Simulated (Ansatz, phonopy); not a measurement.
# AlIn (hypothetical, Fm-3m): a volume series of phonon spectra, part 3 of 3

Aim: how the vibrations of AlIn (hypothetical) shift with volume, and the expansion that follows. The crystal structure is hypothetical: it was made by swapping elements on a known structure type.

Ansatz 0.2.0; DFT PBE, scalar-relativistic, plane waves, PAW.

So far. Step 9 (Lattice dynamics at this volume, V/V0 1.015): The lowest solved frequency is -47.1 cm⁻¹, so the cell is unstable here and gives no valid free energy. The highest zone-centre mode (no LO–TO term) moved by -2.7 % for a volume change of +1.5 %. Step 10 (Single point at a scaled cell, V/V0 0.985): The run ends at a pressure of 0.66 GPa.

### 11. Lattice dynamics at this volume, V/V0 0.985

Phonons at this volume give one point of F(V, T); meshes stay fixed along the series.

Contents of input.yaml:

```yaml
crystal:
  lattice:
    - [0.0, 2.8848161044, 2.8848161044]
    - [2.8848161044, 0.0, 2.8848161044]
    - [2.8848161044, 2.8848161044, 0.0]
  atoms:
    - { symbol: Al, position: [0.5, 0.5, 0.5] }
    - { symbol: In, position: [0.0, 0.0, 0.0] }
kpoints:
  mp_grid: { grid: [12, 12, 12] }
hamiltonian:
  xc: pbe
scf:
  occupations: { method: methfessel_paxton, width: 0.15 }
output:
  eigenvalues: true
phonons:
  method: dfpt
  qmesh: [4, 4, 4]
  temperatures: { t_max: 1000, t_step: 50 }
  qpath:
    path:
      - [[0.0, 0.0, 0.0], [0.5, 0.0, 0.5], [0.625, 0.25, 0.625]]
      - [[0.375, 0.375, 0.75], [0.0, 0.0, 0.0], [0.5, 0.5, 0.5], [0.5, 0.25, 0.75], [0.5, 0.0, 0.5]]
    npoints: 10
```

On the command line:

```console
> ansatz run input.yaml --threads 4 --pin off --max-ram 8192MiB --backend cpu --events-out ev --progress --plain --runs-dir out
```

Numbers of over 12 decimals in the logs are rounded to 6 here.

The log of the run:

```text
[...]
Crystal: 2 atoms, lattice volume = 48.016 Å³
Basis set: ecut = 420 eV, 941 PW (Γ), exchange–correlation on 60×60×60 points (8 copies of the dense FFT grid, shifted against one another)
Bands: 12, of which v1, the nominal top of the filled ones, is band 8 counted from 1 (7 counted from 0)
Symmetry: 48 space group operations
k-points: 72 of 1728
[...]
k-point 71: bands = [... 4 lower, -6.5685, 3.1627, 3.8804, 5.0860, 5.0860, 12.5166, 12.6964, 14.7727]
[...]
ASR residual: 1.615e-4 → 0.000e0 eV/Å²; symmetrization residual: 1.101e-6 eV/Å²
  ASR residual per site (eV/Å²): 1.46e-5 1.62e-4
  Γ frequencies (cm⁻¹): 0.00 0.00 0.00 205.97 205.97 205.97
--- Phonons (arbitrary-q DFPT): 8 irreducible q on the 4×4×4 mesh ---
[...]
interpolated dispersion: 62 rows × 6 modes
[...]
[key lines of the parts left out:]
SCF converged after 8 iterations
Free energy (F): -6134.767542 eV
Fermi energy:    7.711134 eV
```

Elapsed: 4.1 min, on 4 threads of Intel Xeon Platinum 8259CL at 2.50GHz (Skylake/Cascade Lake), shared host; peak memory 2.5 GiB.

The lowest solved frequency is -51.9 cm⁻¹, so the cell is unstable here and gives no valid free energy. The highest zone-centre mode (no LO–TO term) moved by +2.8 % for a volume change of -1.5 %.

### 12. A cell at another volume, V/V0 1.03

Symmetry fixes every atom, so a single point at the scaled cell gives the energy and pressure of this member.

The cell differs from the one that the last finished run ended in (a 4.080 → 4.141 Å, b 4.080 → 4.141 Å, c 4.080 → 4.141 Å).

input.yaml, the sections that differ from step 11:

```yaml
crystal:
  lattice:
    - [0.0, 2.9280947903, 2.9280947903]
    - [2.9280947903, 0.0, 2.9280947903]
    - [2.9280947903, 2.9280947903, 0.0]
  atoms:
    - { symbol: Al, position: [0.5, 0.5, 0.5] }
    - { symbol: In, position: [0.0, 0.0, 0.0] }
output:
  forces: true
  stress: true
  eigenvalues: true
# kpoints, hamiltonian, scf: as in step 11
# phonons: removed
```

The log of the run:

```text
[...]
Crystal: 2 atoms, lattice volume = 50.209 Å³
Basis set: ecut = 420 eV, 941 PW (Γ), exchange–correlation on 60×60×60 points (8 copies of the dense FFT grid, shifted against one another)
Bands: 12, of which v1, the nominal top of the filled ones, is band 8 counted from 1 (7 counted from 0)
Symmetry: 48 space group operations
[...]
k-points: 72 of 1728
[...]
--- Band table (eV; the first three rows and the last of 72) ---
  k-point 0: bands = [... 4 lower, -7.1113, -1.8433, 9.4964, 9.4964, 9.4964, 11.4066, 13.6198, 13.6198]
  k-point 1: bands = [... 4 lower, -7.1088, -1.7508, 8.5852, 9.4709, 9.4709, 11.9062, 13.5451, 13.7689]
  k-point 2: bands = [... 4 lower, -7.1011, -1.4730, 7.0536, 9.4246, 9.4246, 12.0115, 13.1396, 13.1396]
  k-point 71: bands = [... 4 lower, -7.0416, 2.7243, 3.4036, 4.7317, 4.7317, 11.8043, 11.9949, 14.1854]
[key lines of the parts left out:]
SCF converged after 6 iterations
Free energy (F): -6134.763500 eV
Fermi energy:    7.227202 eV
P = ⅓ Tr σ = -1.1789 GPa (-11.789 kbar)
```

Elapsed: 0.96 s, on 4 threads; peak memory 0.43 GiB.

The run ends at a pressure of -1.18 GPa.

### 13. Phonons, V/V0 1.03

The same q-mesh and k-mesh are kept at every volume, so that much of their error can cancel in the differences.

input.yaml, the sections that differ from step 12:

```yaml
output:
  eigenvalues: true
phonons:
  method: dfpt
  qmesh: [4, 4, 4]
  temperatures: { t_max: 1000, t_step: 50 }
  qpath:
    path:
      - [[0.0, 0.0, 0.0], [0.5, 0.0, 0.5], [0.625, 0.25, 0.625]]
      - [[0.375, 0.375, 0.75], [0.0, 0.0, 0.0], [0.5, 0.5, 0.5], [0.5, 0.25, 0.75], [0.5, 0.0, 0.5]]
    npoints: 10
# crystal, kpoints, hamiltonian, scf: as in step 12
```

The log of the run:

```text
[...]
Crystal: 2 atoms, lattice volume = 50.209 Å³
Basis set: ecut = 420 eV, 941 PW (Γ), exchange–correlation on 60×60×60 points (8 copies of the dense FFT grid, shifted against one another)
Bands: 12, of which v1, the nominal top of the filled ones, is band 8 counted from 1 (7 counted from 0)
Symmetry: 48 space group operations
k-points: 72 of 1728
[...]
k-point 71: bands = [... 4 lower, -7.0419, 2.7242, 3.4036, 4.7317, 4.7317, 11.8043, 11.9948, 14.1854]
[...]
ASR residual: 1.079e-4 → 0.000e0 eV/Å²; symmetrization residual: 2.090e-6 eV/Å²
  ASR residual per site (eV/Å²): 6.97e-7 1.08e-4
  Γ frequencies (cm⁻¹): 0.00 0.00 0.00 189.81 189.81 189.81
--- Phonons (arbitrary-q DFPT): 8 irreducible q on the 4×4×4 mesh ---
[...]
interpolated dispersion: 62 rows × 6 modes
[...]
[key lines of the parts left out:]
SCF converged after 9 iterations
Free energy (F): -6134.763500 eV
Fermi energy:    7.227191 eV
```

It took 3.6 min on 4 threads; peak memory 2.6 GiB; 14 min of CPU time.

No LO-TO term. Phonon branches along the path, in cm⁻¹:

```
    point  branch 1  branch 2  branch 3  branch 4  branch 5  branch 6
        Γ         0         0         0       190       190       190
        X       -42       -32       -32       192       192       208
        U       -47        18        30       175       175       199
jump to K       -47        18        30       175       175       199
        Γ         0         0         0       190       190       190
        L        77        77        86       135       135       138
        W       -45       -45        74       132       200       200
        X       -42       -32       -32       192       192       208
```

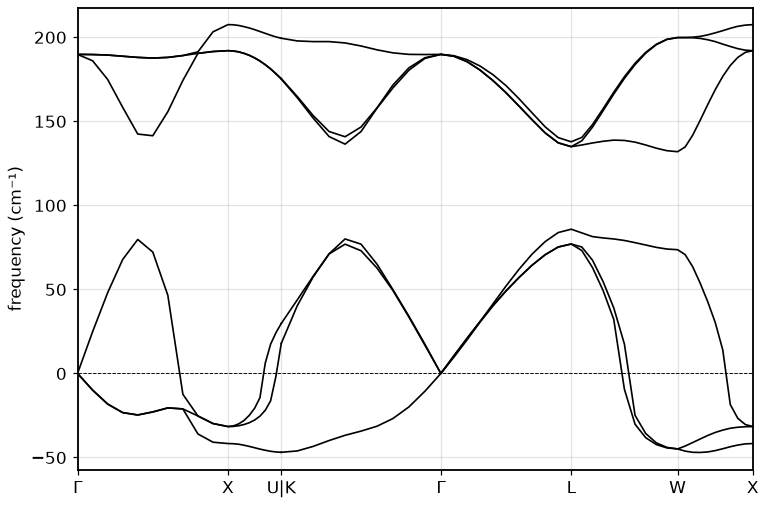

Phonon branches along the path.

The lowest solved frequency is -44.9 cm⁻¹, so the cell is unstable here and gives no valid free energy. The highest zone-centre mode (no LO–TO term) moved by -5.3 % for a volume change of +3.0 %.

### 14. Single point at a scaled cell, V/V0 0.97

Symmetry fixes every atom, so a single point at the scaled cell gives the energy and pressure of this member.

The cell differs from the one that the last finished run ended in (a 4.141 → 4.059 Å, b 4.141 → 4.059 Å, c 4.141 → 4.059 Å).

input.yaml, the sections that differ from step 13:

```yaml
crystal:
  lattice:
    - [0.0, 2.8700973988, 2.8700973988]
    - [2.8700973988, 0.0, 2.8700973988]
    - [2.8700973988, 2.8700973988, 0.0]
  atoms:
    - { symbol: Al, position: [0.5, 0.5, 0.5] }
    - { symbol: In, position: [0.0, 0.0, 0.0] }
output:
  forces: true
  stress: true
  eigenvalues: true
  write_density: true
  write_potential: true
  elf: true
  volumetric_format: npy
# kpoints, hamiltonian, scf: as in step 13
# phonons: removed
```

The log of the run:

```text
[...]
Crystal: 2 atoms, lattice volume = 47.285 Å³
Basis set: ecut = 420 eV, 941 PW (Γ), exchange–correlation on 60×60×60 points (8 copies of the dense FFT grid, shifted against one another)
Bands: 12, of which v1, the nominal top of the filled ones, is band 8 counted from 1 (7 counted from 0)
Symmetry: 48 space group operations
[...]
k-points: 72 of 1728
[...]
--- Band table (eV; the first three rows and the last of 72) ---
  k-point 0: bands = [... 4 lower, -6.4871, -1.5384, 10.2844, 10.2844, 10.2844, 12.7820, 14.3944, 14.3944]
  k-point 1: bands = [... 4 lower, -6.4840, -1.4415, 9.3898, 10.2542, 10.2542, 13.1782, 14.3606, 14.5582]
  k-point 2: bands = [... 4 lower, -6.4744, -1.1503, 7.8018, 10.1974, 10.1974, 13.0411, 14.0295, 14.0295]
  k-point 71: bands = [... 4 lower, -6.4018, 3.3175, 4.0493, 5.2118, 5.2118, 12.7685, 12.9447, 14.9797]
[key lines of the parts left out:]
SCF converged after 6 iterations
Free energy (F): -6134.762838 eV
Fermi energy:    7.880909 eV
P = ⅓ Tr σ = 1.4076 GPa (14.076 kbar)
```

Wall time 0.97 s (4 threads); peak memory 0.43 GiB.

The run ends at a pressure of 1.41 GPa.

### 15. A run with changed settings

One run with other settings shows how much the ground state depends on them.

This step: DFT PBE, scalar-relativistic, plane waves, PAW; settings changed (Ansatz 0.2.0).

input.yaml, the sections that differ from step 14:

```yaml
kpoints:
  mp_grid: { grid: [12, 12, 12], shift: [0.5, 0.5, 0.5] }
output:
  forces: true
  eigenvalues: true
  stress: true
basis:
  ecutrho_ratio: 4
# crystal, hamiltonian, scf: as in step 14
```

The log of the run:

```text
[...]
--- Band table (eV; the first three rows and the last of 182) ---
  k-point 0: bands = [... 4 lower, -6.4839, -1.5142, 10.0156, 10.2755, 10.2755, 12.9440, 14.3440, 14.4396]
  k-point 1: bands = [... 4 lower, -6.4786, -1.3849, 9.1090, 9.9124, 10.4257, 13.3452, 14.2144, 14.4937]
  k-point 2: bands = [... 4 lower, -6.4674, -1.0612, 7.5303, 9.7136, 10.5190, 13.1373, 13.4106, 13.9533]
  k-point 181: bands = [... 4 lower, -6.4265, 1.8064, 2.2858, 9.3248, 10.0050, 11.0452, 11.8730, 13.1916]
[key lines of the parts left out:]
SCF converged after 6 iterations
Free energy (F): -6134.754735 eV
Fermi energy:    7.880248 eV
P = ⅓ Tr σ = 1.3836 GPa (13.836 kbar)
```

Elapsed: 1.6 s, on 4 threads; peak memory 0.47 GiB.

This step gave:

```yaml
pressure: 1.384 GPa
```

The run ends at a pressure of 1.38 GPa.

### 16. Lattice dynamics at this volume, V/V0 0.97

The same q-mesh and k-mesh are kept at every volume, so that much of their error can cancel in the differences.

This step: DFT PBE, scalar-relativistic, plane waves, PAW (Ansatz 0.2.0).

input.yaml, the sections that differ from step 15:

```yaml
kpoints:
  mp_grid: { grid: [12, 12, 12] }
output:
  eigenvalues: true
phonons:
  method: dfpt
  qmesh: [4, 4, 4]
  temperatures: { t_max: 1000, t_step: 50 }
  qpath:
    path:
      - [[0.0, 0.0, 0.0], [0.5, 0.0, 0.5], [0.625, 0.25, 0.625]]
      - [[0.375, 0.375, 0.75], [0.0, 0.0, 0.0], [0.5, 0.5, 0.5], [0.5, 0.25, 0.75], [0.5, 0.0, 0.5]]
    npoints: 10
# crystal, hamiltonian, scf: as in step 15
# basis: removed
```

The log of the run:

```text
[...]
Crystal: 2 atoms, lattice volume = 47.285 Å³
Basis set: ecut = 420 eV, 941 PW (Γ), exchange–correlation on 60×60×60 points (8 copies of the dense FFT grid, shifted against one another)
Bands: 12, of which v1, the nominal top of the filled ones, is band 8 counted from 1 (7 counted from 0)
Symmetry: 48 space group operations
k-points: 72 of 1728
[...]
k-point 71: bands = [... 4 lower, -6.4018, 3.3175, 4.0493, 5.2118, 5.2118, 12.7685, 12.9448, 14.9797]
[...]
ASR residual: 1.528e-4 → 0.000e0 eV/Å²; symmetrization residual: 4.171e-7 eV/Å²
  ASR residual per site (eV/Å²): 1.53e-5 1.53e-4
  Γ frequencies (cm⁻¹): 0.00 0.00 0.00 211.59 211.59 211.59
--- Phonons (arbitrary-q DFPT): 8 irreducible q on the 4×4×4 mesh ---
[...]
interpolated dispersion: 62 rows × 6 modes
[...]
[key lines of the parts left out:]
SCF converged after 8 iterations
Free energy (F): -6134.762838 eV
Fermi energy:    7.880920 eV
```

Elapsed: 3.3 min, on 4 threads; peak memory 2.5 GiB; 13 min of CPU time.

The lowest solved frequency is -54.4 cm⁻¹, so the cell is unstable here and gives no valid free energy. The highest zone-centre mode (no LO–TO term) moved by +5.6 % for a volume change of -3.0 %.

### 17. Single point at a scaled cell, V/V0 1.05

Symmetry fixes every atom, so a single point at the scaled cell gives the energy and pressure of this member.

The cell differs from the one that the last finished run ended in (a 4.059 → 4.168 Å, b 4.059 → 4.168 Å, c 4.059 → 4.168 Å).

input.yaml, the sections that differ from step 16:

```yaml
crystal:
  lattice:
    - [0.0, 2.9469254994, 2.9469254994]
    - [2.9469254994, 0.0, 2.9469254994]
    - [2.9469254994, 2.9469254994, 0.0]
  atoms:
    - { symbol: Al, position: [0.5, 0.5, 0.5] }
    - { symbol: In, position: [0.0, 0.0, 0.0] }
output:
  forces: true
  stress: true
  eigenvalues: true
# kpoints, hamiltonian, scf: as in step 16
# phonons: removed
```

The log of the run:

```text
[...]
Crystal: 2 atoms, lattice volume = 51.184 Å³
Basis set: ecut = 420 eV, 965 PW (Γ), exchange–correlation on 60×60×60 points (8 copies of the dense FFT grid, shifted against one another)
Bands: 12, of which v1, the nominal top of the filled ones, is band 8 counted from 1 (7 counted from 0)
Symmetry: 48 space group operations
[...]
k-points: 72 of 1728
[...]
--- Band table (eV; the first three rows and the last of 72) ---
  k-point 0: bands = [... 4 lower, -7.3068, -1.9369, 9.2536, 9.2536, 9.2536, 10.9839, 13.3805, 13.3805]
  k-point 1: bands = [... 4 lower, -7.3045, -1.8458, 8.3337, 9.2295, 9.2295, 11.5123, 13.2986, 13.5242]
  k-point 2: bands = [... 4 lower, -7.2972, -1.5722, 6.8203, 9.1863, 9.1863, 11.6815, 12.8636, 12.8636]
  k-point 71: bands = [... 4 lower, -7.2415, 2.5406, 3.2047, 4.5843, 4.5843, 11.5071, 11.7020, 13.9392]
[key lines of the parts left out:]
SCF converged after 7 iterations
Free energy (F): -6134.754176 eV
Fermi energy:    7.027036 eV
P = ⅓ Tr σ = -1.8734 GPa (-18.734 kbar)
```

The job ended after 0.93 s (4 threads; peak memory 0.43 GiB).

The run ends at a pressure of -1.87 GPa.

### 18. Lattice dynamics at this volume, V/V0 1.05

The same q-mesh and k-mesh are kept at every volume, so that much of their error can cancel in the differences.

input.yaml, the sections that differ from step 17:

```yaml
output:
  eigenvalues: true
phonons:
  method: dfpt
  qmesh: [4, 4, 4]
  temperatures: { t_max: 1000, t_step: 50 }
  qpath:
    path:
      - [[0.0, 0.0, 0.0], [0.5, 0.0, 0.5], [0.625, 0.25, 0.625]]
      - [[0.375, 0.375, 0.75], [0.0, 0.0, 0.0], [0.5, 0.5, 0.5], [0.5, 0.25, 0.75], [0.5, 0.0, 0.5]]
    npoints: 10
# crystal, kpoints, hamiltonian, scf: as in step 17
```

The log of the run:

```text
[...]
Crystal: 2 atoms, lattice volume = 51.184 Å³
Basis set: ecut = 420 eV, 965 PW (Γ), exchange–correlation on 60×60×60 points (8 copies of the dense FFT grid, shifted against one another)
Bands: 12, of which v1, the nominal top of the filled ones, is band 8 counted from 1 (7 counted from 0)
Symmetry: 48 space group operations
k-points: 72 of 1728
[...]
k-point 71: bands = [... 4 lower, -7.2416, 2.5406, 3.2047, 4.5843, 4.5843, 11.5071, 11.7020, 13.9392]
[...]
ASR residual: 3.571e-6 → 0.000e0 eV/Å²; symmetrization residual: 2.875e-6 eV/Å²
  ASR residual per site (eV/Å²): 3.57e-6 3.05e-6
  Γ frequencies (cm⁻¹): 0.00 0.00 0.00 183.24 183.24 183.24
--- Phonons (arbitrary-q DFPT): 8 irreducible q on the 4×4×4 mesh ---
[...]
interpolated dispersion: 62 rows × 6 modes
[...]
[key lines of the parts left out:]
SCF converged after 9 iterations
Free energy (F): -6134.754176 eV
Fermi energy:    7.027032 eV
```

It took 3.4 min on 4 threads; peak memory 2.7 GiB; 13 min of CPU time.

No LO-TO term. Phonon branches along the path, in cm⁻¹:

```csv
point,branch 1,branch 2,branch 3,branch 4,branch 5,branch 6
Γ,0,0,0,183,183,183
X,-38,-29,-29,184,184,201
U,-43,16,27,168,168,192
jump to K,-43,16,27,168,168,192
Γ,0,0,0,183,183,183
L,74,74,82,129,129,131
W,-42,-42,70,125,192,192
X,-38,-29,-29,184,184,201
```

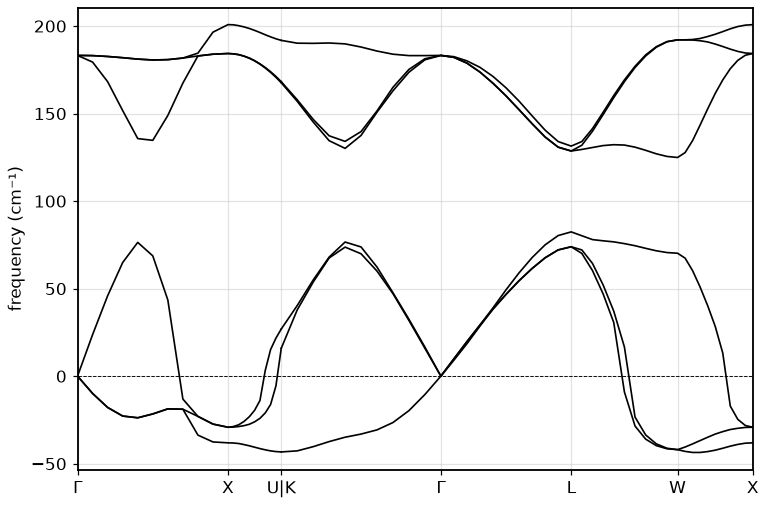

Phonon branches along the path.

The lowest solved frequency is -42.0 cm⁻¹, so the cell is unstable here and gives no valid free energy. The highest zone-centre mode (no LO–TO term) moved by -8.6 % for a volume change of +5.0 %.

### 19. Mode Grüneisen parameters

This step: DFT PBE, scalar-relativistic, plane waves, PAW (phonopy 4.10.0).

Volume series, by row:

```
 V/V0  V (Å³/atom)  pressure (GPa)  E - E0 (meV/atom)  gap (eV)  zero-point energy (meV/atom)  lowest on the path (cm⁻¹)  highest at Gamma without the LO-TO term (cm⁻¹)
 0.97        23.64           1.408              3.132         0                             -                      -57.7                                           211.6
0.985        24.01           0.665              0.764         0                             -                     -55.01                                             206
    1        24.37          -0.003                  0         0                             -                     -52.34                                           200.4
1.015        24.74          -0.613              0.686         0                             -                     -49.68                                             195
 1.03         25.1          -1.179              2.705         0                             -                     -47.04                                           189.8
 1.05        25.59          -1.873              7.343         0                             -                     -43.59                                           183.2
```

The optical frequency at Gamma without the LO-TO term, mode 4 by V/V0:

| V/V0 | optical frequency at Gamma without the LO-TO term, mode 4 (cm⁻¹) |
| --- | --- |
| 0.9700 | 212 |
| 0.9850 | 206 |
| 1.0000 | 200 |
| 1.0150 | 195 |
| 1.0300 | 190 |
| 1.0500 | 183 |

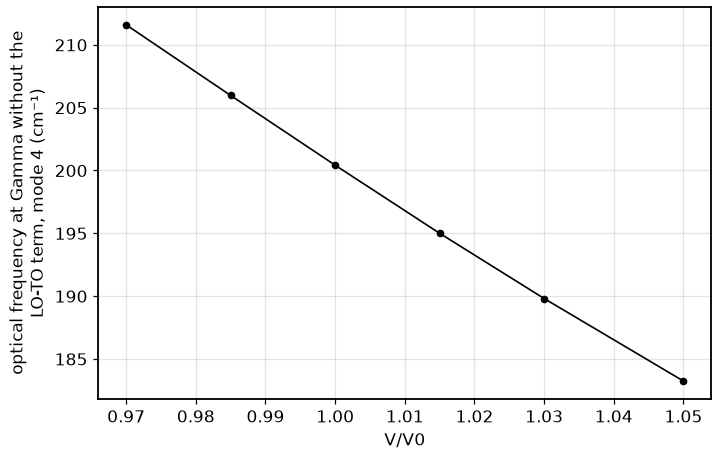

Optical frequency at Gamma without the LO-TO term, mode 4, plotted against V/V0.

### 20. Outcome

```json
{
 "lowest frequency over the volumes": "-57.7 cm⁻¹"
}
```

In words: Imaginary modes appear at V/V0 = 0.97, 0.985, 1, 1.015, 1.03 and 1.05, so too few stable volumes remain for a free-energy fit. Mode Grüneisen parameters diverge near a vanishing branch and are not given. The softest solved mode at V/V0 = 0.97 is 54i cm⁻¹ at q = (0.25, -0.5, -0.25), and 5 of 8 solved wavevectors carry a mode beyond 8i cm⁻¹. In a metal soft modes also hang on the k-mesh and the smearing, which were not converged here.

[Logs are printed without paths, hosts, clocks, repeated set-up lines and the standing remarks that a program may print on its own settings, such as how far it seeks lower states.]

[Hosts, paths, dates, database ids (printed as entryN), source tags and the programs' standing remarks are cut or masked in the printed files.]

[A step with changed settings may run another functional than the one named; its input shows which.]

[Of the runs on displaced cells, only some may be shown.]
